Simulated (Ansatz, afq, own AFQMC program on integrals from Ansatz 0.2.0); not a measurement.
# AlBH₂ (singlet): AFQMC on the coupled-cluster ladder, aug-cc-pVDZ

How near does AFQMC come to the top of the ladder for AlBH₂ (singlet)?

Computed with Ansatz 0.2.0, Gaussian basis, and an in-house AFQMC program (afq) on its integrals; all values are calculated. Level: aug-cc-pVDZ, frozen cores.

The runs, in order: CCSD(T) on RHF; PBE (unrestricted); CCSDT(Q) on RHF; CCSD(T) on RHF; CCSD(T) on RHF; r2SCAN (unrestricted); PBE0 (unrestricted); B3LYP (unrestricted); wB97M-V (unrestricted); B2PLYP (unrestricted); Phaseless AFQMC, CISD trial on RHF; Phaseless AFQMC, single-determinant trial on RHF; Free-projection AFQMC, CISD trial on RHF; UHF; CCSD(T) on UHF; CCSDT(Q) on UHF; Phaseless AFQMC, CISD trial on UHF; Phaseless AFQMC, single-determinant trial on UHF; Free-projection AFQMC, CISD trial on UHF.

## 1. What is computed

The geometry is a PBE0/def2-TZVP stationary point (not a proven minimum) of the parent state, kept for this charge and spin.

4 atoms, charge 0, spin multiplicity 1.

Atoms are counted from 1 here; the program's logs count them from 0.

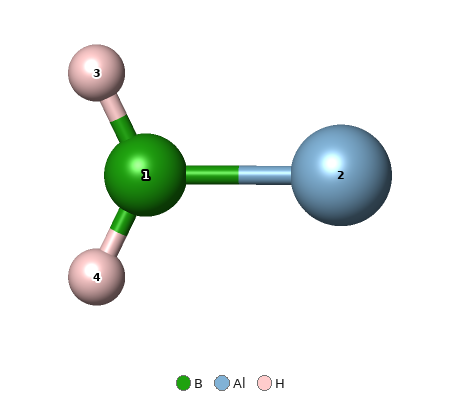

The structure; boron green, aluminium light blue, hydrogen pink; atoms are numbered from 1 in the order of the file.

## 2. CCSD(T) on RHF

Contents of in.yaml:

```yaml
crystal:
  periodic: [false, false, false]
  atoms:
    - {symbol: B, position_ang: [0.000000, 0.000000, 1.368886]}
    - {symbol: Al, position_ang: [0.000000, 0.000000, -0.689391]}
    - {symbol: H, position_ang: [0.000000, 1.077612, 1.885924]}
    - {symbol: H, position_ang: [0.000000, -1.077612, 1.885924]}
basis:
  gaussian: {orbitals: aug-cc-pVDZ}
magnetization: {spin_polarized: false}
correlation: {method: ccsd_t, electrons: outside_noble_gas, hamiltonian_folder: ham}
```

Command:

```bash
ansatz run in.yaml --threads 1 --pin off --events-out ev --progress --plain --max-ram 16896MiB --backend cuda --devices 0, --max-vram 18GiB
```

Output (excerpt; [...] marks lines left out):

```text
Functional definition: HF
  name "HF"
  cite "Fock, Z. Phys. 61, 126 (1930) doi:10.1007/BF01340294"
  parent pbe
[...]
669 factors; integrals over basis functions are off by at most 7.4e-4 eV
[...]
mean field -7283.67580839 eV, -267.6701489057 hartree, gradient 1.0e-6 eV, S^2 0.000000; 5 other end points of the search recorded, 0 dependent functions left out; unrestricted orbitals would lower it
determinant -7283.67580839 eV, -267.6701489057 hartree, with singles and doubles -7288.23808233 eV, -267.8378093804 hartree
determinant -7281.09189597 eV, -267.5751918755 hartree, with singles and doubles -7286.52526353 eV, -267.7748644504 hartree
determinant -7278.34138554 eV, -267.4741124816 hartree, with singles and doubles -7282.93337612 eV, -267.6428650229 hartree
6 core orbitals not correlated: weight in the atoms' cores, before any rotation towards them, 1.000 or more for the frozen orbitals, at most 0.000 for the correlated occupied ones
reference -7283.67580839 eV, -267.6701489057 hartree; 4, 4 occupied and 58, 58 virtual orbitals, 669 factors
second order -3.51161590 eV of doubles, -0.00000000 eV of singles
cycle   1  -4.53381659 eV  change   -9.9e-2 eV  update   1.9e-2
[...]
cycle  10  -4.54176011 eV  change    1.0e-6 eV  update   5.6e-6
perturbative correction -0.11291233 eV, -0.0041494517 hartree
Total energy: -7288.33048083 eV, -267.8412049628 hartree
```

It took 5.5 s on 1 × NVIDIA H100 80GB HBM3 with 1 thread of AMD EPYC 7R13 (Zen 3), shared host; peak host memory 1.6 GiB.

From the report: correlation -4.6547 eV; T1 0.013; largest double amplitude 0.08.

This run also writes the integrals to the folder ham.

## 3. PBE (unrestricted)

in.yaml, as its differences from that of step 2:

```diff
@@ -9,3 +9,4 @@
   gaussian: {orbitals: aug-cc-pVDZ}
-magnetization: {spin_polarized: false}
-correlation: {method: ccsd_t, electrons: outside_noble_gas, hamiltonian_folder: ham}
+magnetization: {spin_polarized: true, initial_magnetization: 0}
+hamiltonian: {xc: {name: PBE}}
+output: {orbitals: {seedname: orbitals}}
```

Command:

```bash
ansatz run in.yaml --threads 1 --pin off --events-out ev --progress --plain --max-ram 5632MiB --backend cpu
```

Output (excerpt; [...] marks lines left out):

```text
Functional definition: PBE
  name "PBE"
  cite "Perdew, Burke & Ernzerhof, Phys. Rev. Lett. 77, 3865 (1996) doi:10.1103/PhysRevLett.77.3865"
  parent pbe
[...]
645 factors; their error is unknown
[...]
mean field -7297.79967769 eV, -268.1891915289 hartree, gradient 3.8e-6 eV, S^2 0.849055; 17 other end points of the search recorded, 0 dependent functions left out
reference -7297.79974283 eV, -268.1891939227 hartree; 10, 10 occupied and 58, 58 virtual orbitals, 645 factors
Total energy: -7297.79974283 eV, -268.1891939227 hartree
```

Run time: 12 s. Hardware: 1 thread of AMD EPYC 7R13 (Zen 3), shared host; peak memory 1.6 GiB.

From the report: ⟨S²⟩ of the determinant 0.849 (pure singlet: 0.00). The determinant is far from a pure spin state, so its energy mixes those of several spin states (harmless only where they are near-degenerate, as at dissociation).

## 4. CCSDT(Q) on RHF

in.yaml, as its differences from that of step 3:

```diff
@@ -9,4 +9,3 @@
   gaussian: {orbitals: aug-cc-pVDZ}
-magnetization: {spin_polarized: true, initial_magnetization: 0}
-hamiltonian: {xc: {name: PBE}}
-output: {orbitals: {seedname: orbitals}}
+magnetization: {spin_polarized: false}
+correlation: {method: ccsdt_q, electrons: outside_noble_gas}
```

Command:

```bash
ansatz run in.yaml --threads 1 --pin off --events-out ev --progress --plain --max-ram 16896MiB --backend cuda --devices 0, --max-vram 18GiB
```

Output (excerpt; [...] marks lines left out):

```text
Functional definition: HF
  name "HF"
  cite "Fock, Z. Phys. 61, 126 (1930) doi:10.1007/BF01340294"
  parent pbe
[...]
1138 factors; integrals over basis functions are off by at most 1.9e-7 eV
[...]
mean field -7283.67581841 eV, -267.6701492737 hartree, gradient 1.0e-6 eV, S^2 0.000000; 5 other end points of the search recorded, 0 dependent functions left out; unrestricted orbitals would lower it
determinant -7283.67581841 eV, -267.6701492737 hartree, with singles and doubles -7288.23809233 eV, -267.8378097478 hartree
determinant -7281.09190357 eV, -267.5751921549 hartree, with singles and doubles -7286.52527061 eV, -267.7748647108 hartree
determinant -7278.34139192 eV, -267.4741127160 hartree, with singles and doubles -7282.93338525 eV, -267.6428653584 hartree
6 core orbitals not correlated: weight in the atoms' cores, before any rotation towards them, 1.000 or more for the frozen orbitals, at most 0.000 for the correlated occupied ones
reference -7283.67581841 eV, -267.6701492737 hartree; 4, 4 occupied and 58, 58 virtual orbitals, 1138 factors
second order -3.51162388 eV of doubles, -0.00000000 eV of singles
cycle   1  -4.21163748 eV  change   -7.0e-1 eV  update   8.4e-2
[...]
cycle  21  -4.68272501 eV  change   -2.6e-7 eV  update   8.0e-7
perturbative correction -0.00639301 eV, -0.0002349390 hartree
Total energy: -7288.36493643 eV, -267.8424711827 hartree
```

Run time: 7 s. Hardware: 1 × NVIDIA H100 80GB HBM3 with 1 thread of AMD EPYC 7R13 (Zen 3), shared host; peak host memory 1.6 GiB.

From the report: correlation -4.6891 eV; T1 0.014; largest double amplitude 0.11.

## 5. CCSD(T) on RHF

in.yaml, as its differences from that of step 4:

```diff
@@ -8,4 +8,4 @@
 basis:
-  gaussian: {orbitals: aug-cc-pVDZ}
+  gaussian: {orbitals: "def2-TZVPPD.json"}
 magnetization: {spin_polarized: false}
-correlation: {method: ccsdt_q, electrons: outside_noble_gas}
+correlation: {method: ccsd_t, electrons: outside_noble_gas}
```

The command is unchanged.

Output (excerpt; [...] marks lines left out):

```text
Functional definition: HF
  name "HF"
  cite "Fock, Z. Phys. 61, 126 (1930) doi:10.1007/BF01340294"
  parent pbe
[...]
680 factors; integrals over basis functions are off by at most 1.1e-3 eV
[...]
mean field -7283.94513214 eV, -267.6800463707 hartree, gradient 2.4e-6 eV, S^2 0.000000; 2 other end points of the search recorded, 0 dependent functions left out; unrestricted orbitals would lower it
determinant -7283.94513214 eV, -267.6800463707 hartree, with singles and doubles -7289.19131817 eV, -267.8728401515 hartree
determinant -7281.34851524 eV, -267.5846224597 hartree, with singles and doubles -7287.44385244 eV, -267.8086219704 hartree
6 core orbitals not correlated: weight in the atoms' cores, before any rotation towards them, 1.000 or more for the frozen orbitals, at most 0.000 for the correlated occupied ones
reference -7283.94513214 eV, -267.6800463707 hartree; 4, 4 occupied and 109, 109 virtual orbitals, 680 factors
second order -4.16266047 eV of doubles, -0.00000000 eV of singles
cycle   1  -5.09166823 eV  change   -3.0e-1 eV  update   2.6e-2
[...]
cycle  10  -5.10805562 eV  change    5.3e-6 eV  update   8.7e-6
perturbative correction -0.15385228 eV, -0.0056539671 hartree
Total energy: -7289.20704004 eV, -267.8734179193 hartree
```

Run time: 4.7 s. Hardware: 1 × NVIDIA H100 80GB HBM3 with 1 thread of AMD EPYC 7R13 (Zen 3), shared host; peak host memory 1.6 GiB.

From the report: correlation -5.2619 eV; T1 0.014; largest double amplitude 0.09.

## 6. CCSD(T) on RHF

in.yaml, as its differences from that of step 5:

```diff
@@ -8,3 +8,3 @@
 basis:
-  gaussian: {orbitals: "def2-TZVPPD.json"}
+  gaussian: {orbitals: "def2-QZVPPD.json"}
 magnetization: {spin_polarized: false}
```

Same command.

Output (excerpt; [...] marks lines left out):

```text
Functional definition: HF
  name "HF"
  cite "Fock, Z. Phys. 61, 126 (1930) doi:10.1007/BF01340294"
  parent pbe
[...]
1196 factors; integrals over basis functions are off by at most 7.5e-4 eV
[...]
mean field -7284.14997708 eV, -267.6875742835 hartree, gradient 3.0e-6 eV, S^2 0.000000; 2 other end points of the search recorded, 0 dependent functions left out; unrestricted orbitals would lower it
determinant -7284.14997708 eV, -267.6875742835 hartree, with singles and doubles -7289.67532949 eV, -267.8906272394 hartree
determinant -7281.55959338 eV, -267.5923794383 hartree, with singles and doubles -7287.92664551 eV, -267.8263642883 hartree
6 core orbitals not correlated: weight in the atoms' cores, before any rotation towards them, 1.000 or more for the frozen orbitals, at most 0.000 for the correlated occupied ones
reference -7284.14997708 eV, -267.6875742835 hartree; 4, 4 occupied and 195, 195 virtual orbitals, 1196 factors
second order -4.43522099 eV of doubles, -0.00000000 eV of singles
cycle   1  -5.26579580 eV  change   -3.8e-1 eV  update   3.2e-2
[...]
cycle  10  -5.29621427 eV  change    7.8e-6 eV  update   9.6e-6
perturbative correction -0.16766700 eV, -0.0061616486 hartree
Total energy: -7289.61385835 eV, -267.8883682167 hartree
```

Run time: 6 s. Hardware: 1 × NVIDIA H100 80GB HBM3 with 1 thread of AMD EPYC 7R13 (Zen 3), shared host; peak host memory 1.6 GiB.

From the report: correlation -5.4639 eV; T1 0.014; largest double amplitude 0.08.

## 7. r2SCAN (unrestricted)

in.yaml, as its differences from that of step 6:

```diff
@@ -8,4 +8,4 @@
 basis:
-  gaussian: {orbitals: "def2-QZVPPD.json"}
-magnetization: {spin_polarized: false}
-correlation: {method: ccsd_t, electrons: outside_noble_gas}
+  gaussian: {orbitals: aug-cc-pVDZ}
+magnetization: {spin_polarized: true, initial_magnetization: 0}
+hamiltonian: {xc: {name: r2SCAN}}
```

Command:

```bash
ansatz run in.yaml --threads 1 --pin off --events-out ev --progress --plain --max-ram 5632MiB --backend cpu
```

Output (excerpt; [...] marks lines left out):

```text
Functional definition: r2SCAN
  name "r2SCAN"
  cite "Furness, Kaplan, Ning, Perdew & Sun, J. Phys. Chem. Lett. 11, 8208 (2020) doi:10.1021/acs.jpclett.0c02405"
  cite "Furness, Kaplan, Ning, Perdew & Sun, J. Phys. Chem. Lett. 11, 9248 (2020) doi:10.1021/acs.jpclett.0c03077"
  parent r2scan
[...]
645 factors; their error is unknown
[...]
mean field -7301.53724364 eV, -268.3265445439 hartree, gradient 1.4e-5 eV, S^2 0.922511; 16 other end points of the search recorded, 0 dependent functions left out
reference -7301.53726618 eV, -268.3265453726 hartree; 10, 10 occupied and 58, 58 virtual orbitals, 645 factors
Total energy: -7301.53726618 eV, -268.3265453726 hartree
```

It took 22 s on 1 thread of AMD EPYC 7R13 (Zen 3), shared host; peak memory 1.6 GiB.

From the report: ⟨S²⟩ of the determinant 0.923 (pure singlet: 0.00). The determinant is far from a pure spin state, so its energy mixes those of several spin states (harmless only where they are near-degenerate, as at dissociation).

## 8. PBE0 (unrestricted)

in.yaml, as its differences from that of step 7:

```diff
@@ -10,2 +10,3 @@
 magnetization: {spin_polarized: true, initial_magnetization: 0}
-hamiltonian: {xc: {name: r2SCAN}}
+hamiltonian: {xc: {name: PBE0}}
+output: {orbitals: {seedname: orbitals}}
```

Same command.

Output (excerpt; [...] marks lines left out):

```text
Functional definition: PBE0
  name "PBE0"
  cite "Adamo & Barone, J. Chem. Phys. 110, 6158 (1999) doi:10.1063/1.478522"
  cite "Perdew, Burke & Ernzerhof, Phys. Rev. Lett. 77, 3865 (1996) doi:10.1103/PhysRevLett.77.3865"
  parent pbe
[...]
665 factors; their error is unknown
[...]
mean field -7298.69331982 eV, -268.2220322713 hartree, gradient 1.8e-5 eV, S^2 0.814886; 12 other end points of the search recorded, 0 dependent functions left out
reference -7298.69336574 eV, -268.2220339589 hartree; 10, 10 occupied and 58, 58 virtual orbitals, 665 factors
Total energy: -7298.69336574 eV, -268.2220339589 hartree
```

Run time: 10 s. Hardware: 1 thread of AMD EPYC 7R13 (Zen 3), shared host; peak memory 1.6 GiB.

From the report: ⟨S²⟩ of the determinant 0.815 (pure singlet: 0.00). The determinant is far from a pure spin state, so its energy mixes those of several spin states (harmless only where they are near-degenerate, as at dissociation).

## 9. B3LYP (unrestricted)

in.yaml, as its differences from that of step 8:

```diff
@@ -10,3 +10,2 @@
 magnetization: {spin_polarized: true, initial_magnetization: 0}
-hamiltonian: {xc: {name: PBE0}}
-output: {orbitals: {seedname: orbitals}}
+hamiltonian: {xc: {name: B3LYP}}
```

Launched as before.

Output (excerpt; [...] marks lines left out):

```text
Functional definition: B3LYP
  name "B3LYP"
  cite "Stephens, Devlin, Chabalowski & Frisch, J. Phys. Chem. 98, 11623 (1994) doi:10.1021/j100096a001"
  cite "Becke, Phys. Rev. A 38, 3098 (1988) doi:10.1103/PhysRevA.38.3098"
  cite "Lee, Yang & Parr, Phys. Rev. B 37, 785 (1988) doi:10.1103/PhysRevB.37.785"
  cite "Vosko, Wilk & Nusair, Can. J. Phys. 58, 1200 (1980) doi:10.1139/p80-159"
[...]
660 factors; their error is unknown
[...]
mean field -7303.63878924 eV, -268.4037749203 hartree, gradient 7.2e-6 eV, S^2 0.718081; 15 other end points of the search recorded, 0 dependent functions left out
reference -7303.63904093 eV, -268.4037841698 hartree; 10, 10 occupied and 58, 58 virtual orbitals, 660 factors
Total energy: -7303.63904093 eV, -268.4037841698 hartree
```

Run time: 13 s. Hardware: 1 thread of AMD EPYC 7R13 (Zen 3), shared host; peak memory 1.6 GiB.

From the report: ⟨S²⟩ of the determinant 0.718 (pure singlet: 0.00). The determinant is far from a pure spin state, so its energy mixes those of several spin states (harmless only where they are near-degenerate, as at dissociation).

## 10. wB97M-V (unrestricted)

in.yaml, as its differences from that of step 9:

```diff
@@ -10,2 +10,3 @@
 magnetization: {spin_polarized: true, initial_magnetization: 0}
-hamiltonian: {xc: {name: B3LYP}}
+hamiltonian: {xc: {name: wB97M-V}}
+output: {orbitals: {seedname: orbitals}}
```

The command is unchanged.

Output (excerpt; [...] marks lines left out):

```text
Functional definition: wB97M-V
  name "wB97M-V"
  cite "Mardirossian & Head-Gordon, J. Chem. Phys. 144, 214110 (2016) doi:10.1063/1.4952647"
  cite "Becke, J. Chem. Phys. 107, 8554 (1997) doi:10.1063/1.475007"
  cite "Vydrov & Van Voorhis, J. Chem. Phys. 133, 244103 (2010) doi:10.1063/1.3521275"
  # Of w^i u^j: cxij and so on, Table III.
[...]
  gx(w, u) = 1 - cx + cx01*u + cx10*w
  gss(w, u) = css00 + css04*u^4 + css10*w + css20*w^2 + css43*w^4*u^3
  gos(w, u) = cos00 + cos10*w + (cos20 + cos21*u)*w^2 + (cos60 + cos61*u)*w^6
[...]
      + integral(e_c_pw_mod_opposite_spin*gos(b97_w_opposite, b97_u_opposite)) + vv10(b, c)
652 factors; their error is unknown
324 factors; integrals over basis functions are off by at most 4.2e-6 eV
[...]
mean field -7301.77150960 eV, -268.3351536594 hartree, gradient 8.8e-6 eV, S^2 0.223089; 7 other end points of the search recorded, 0 dependent functions left out
reference -7301.77158197 eV, -268.3351563190 hartree; 10, 10 occupied and 58, 58 virtual orbitals, 652 factors
Total energy: -7301.77158197 eV, -268.3351563190 hartree
```

Run time: 22 s. Hardware: 1 thread of AMD EPYC 7R13 (Zen 3), shared host; peak memory 1.6 GiB.

From the report: ⟨S²⟩ of the determinant 0.223 (pure singlet: 0.00).

## 11. B2PLYP (unrestricted)

in.yaml, as its differences from that of step 10:

```diff
@@ -10,3 +10,3 @@
 magnetization: {spin_polarized: true, initial_magnetization: 0}
-hamiltonian: {xc: {name: wB97M-V}}
-output: {orbitals: {seedname: orbitals}}
+hamiltonian: {xc: {name: B2PLYP}}
+correlation: {electrons: outside_noble_gas}
```

The command is unchanged.

Output (excerpt; [...] marks lines left out):

```text
Functional definition: B2PLYP
  name "B2PLYP"
  cite "Grimme, J. Chem. Phys. 124, 034108 (2006) doi:10.1063/1.2148954"
  cite "Becke, Phys. Rev. A 38, 3098 (1988) doi:10.1103/PhysRevA.38.3098"
  cite "Lee, Yang & Parr, Phys. Rev. B 37, 785 (1988) doi:10.1103/PhysRevB.37.785"
[...]
669 factors; integrals over basis functions are off by at most 7.4e-4 eV
[...]
mean field -7297.52395193 eV, -268.1790587940 hartree, gradient 1.9e-6 eV, S^2 0.736167; 14 other end points of the search recorded, 0 dependent functions left out
6 core orbitals not correlated: weight in the atoms' cores, before any rotation towards them, 1.000 or more for the frozen orbitals, at most 0.000 for the correlated occupied ones
reference -7297.52410687 eV, -268.1790644880 hartree; 4, 4 occupied and 58, 58 virtual orbitals, 669 factors
second order -4.13929854 eV of doubles, -0.00000000 eV of singles
Total energy: -7298.64171748 eV, -268.2201359202 hartree
```

Wall time 12 s (1 thread of AMD EPYC 7R13 (Zen 3), shared host); peak memory 1.6 GiB.

From the report: ⟨S²⟩ of the determinant 0.736 (pure singlet: 0.00). The determinant is far from a pure spin state, so its energy mixes those of several spin states (harmless only where they are near-degenerate, as at dissociation).

## 12. Phaseless AFQMC, CISD trial on RHF

It reads the integrals that the CCSD(T) run on this determinant wrote.

Command:

```bash
afq ham --method phaseless --trial cisd --walkers 4000 --populations 20 --least-time 60 --time-step 0.005 --steps-per-block 50 --equilibration-blocks 28 --max-blocks 4000 --target-error 0.00017 --factor-cut 1e-05 --seed 2944 --release-times 0.24,0.51,0.99,1.62,2.4 --release-step 0.03 --release-every 3 --taylor-order 6
```

Output:

```text
orbitals 62  electrons 4 4  factors 506 of 669
reference energy -267.67014891 Eh
CCSD correlation -0.16690669 Eh in 13 cycles, weight of the determinant in the CISD state 0.8655
energy of the start -267.837057 Eh
 block  time / (1/Eh)  mean weight  energy / Eh
     1     0.250  0.9998  -267.835047
     2     0.500  1.0000  -267.835353
     3     0.750  0.9999  -267.836180
     4     1.000  0.9999  -267.837143
     5     1.250  0.9998  -267.838016
     6     1.500  0.9997  -267.838871
     7     1.750  1.0000  -267.839339
     8     2.000  1.0001  -267.839850
     9     2.250  0.9999  -267.839813
    10     2.500  1.0000  -267.840409
    11     2.750  0.9997  -267.840324
    12     3.000  1.0000  -267.840579
    13     3.250  0.9999  -267.840882
    14     3.500  0.9998  -267.840817
    15     3.750  1.0000  -267.840849
    16     4.000  1.0000  -267.841180
    17     4.250  1.0002  -267.840986
    18     4.500  1.0001  -267.841276
    19     4.750  1.0001  -267.841359
    20     5.000  1.0001  -267.841730
    21     5.250  1.0000  -267.841399
    22     5.500  1.0003  -267.841554
    23     5.750  0.9998  -267.841175
    24     6.000  1.0000  -267.841557
    25     6.250  1.0000  -267.841913
    26     6.500  0.9999  -267.841568
    27     6.750  1.0001  -267.841696
    28     7.000  0.9998  -267.841520
    29     7.250  0.9999  -267.841118
    30     7.500  1.0001  -267.841532
    31     7.750  1.0000  -267.842006
    32     8.000  1.0000  -267.841748
    33     8.250  1.0002  -267.841899
    34     8.500  0.9999  -267.841697
    35     8.750  1.0002  -267.842063
    36     9.000  0.9998  -267.841865
    37     9.250  1.0000  -267.841888
    38     9.500  0.9999  -267.841670
    39     9.750  0.9997  -267.841788
    40    10.000  1.0001  -267.841631
    41    10.250  1.0000  -267.841493
    42    10.500  1.0000  -267.841633
    43    10.750  0.9999  -267.841734
    44    11.000  1.0000  -267.841209
    45    11.250  0.9998  -267.841812
    46    11.500  1.0000  -267.842289
    47    11.750  1.0000  -267.842387
    48    12.000  1.0000  -267.842588
    49    12.250  1.0000  -267.841818
    50    12.500  1.0001  -267.841527
    51    12.750  0.9998  -267.841641
    52    13.000  1.0002  -267.840873
    53    13.250  0.9998  -267.841353
    54    13.500  1.0000  -267.841770
    55    13.750  1.0002  -267.841867
    56    14.000  1.0000  -267.841624
    57    14.250  1.0000  -267.841210
    58    14.500  1.0000  -267.840873
    59    14.750  0.9998  -267.841296
    60    15.000  1.0002  -267.841700
    61    15.250  0.9999  -267.842230
    62    15.500  1.0003  -267.841844
    63    15.750  1.0001  -267.842026
    64    16.000  1.0000  -267.841641
    65    16.250  0.9999  -267.841604
    66    16.500  0.9999  -267.841818
    67    16.750  1.0001  -267.841989
    68    17.000  1.0001  -267.842039
    69    17.250  0.9998  -267.841584
    70    17.500  1.0000  -267.841614
    71    17.750  1.0000  -267.841819
    72    18.000  1.0001  -267.842041
    73    18.250  0.9998  -267.841974
    74    18.500  1.0000  -267.841821
    75    18.750  0.9999  -267.842259
    76    19.000  1.0000  -267.842245
    77    19.250  0.9997  -267.842806
    78    19.500  1.0002  -267.842371
error from the spread of 20 populations
released: time / (1/Eh)  energy / Eh  error  mean overlap
  0.24  -267.841955  0.000110  0.9971
  0.51  -267.842041  0.000087  0.9978
  0.99  -267.842129  0.000074  0.9979
  1.62  -267.842265  0.000048  0.9926
  2.40  -267.842439  0.000113  0.9907
energy -267.841787 +/- 0.000139 Eh
```

Run time: 71 s. Hardware: 1 × NVIDIA H100 80GB HBM3 with 2 threads of AMD EPYC 7R13 (Zen 3), shared host; peak host memory 1.6 GiB.

Energy -7288.3463 ± 0.0038 eV. Caveats: constraint bias not in the error.

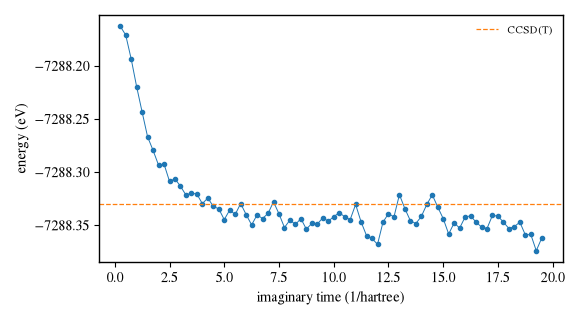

Block energies along the walk.

(Part 1 of 2 ends here.)
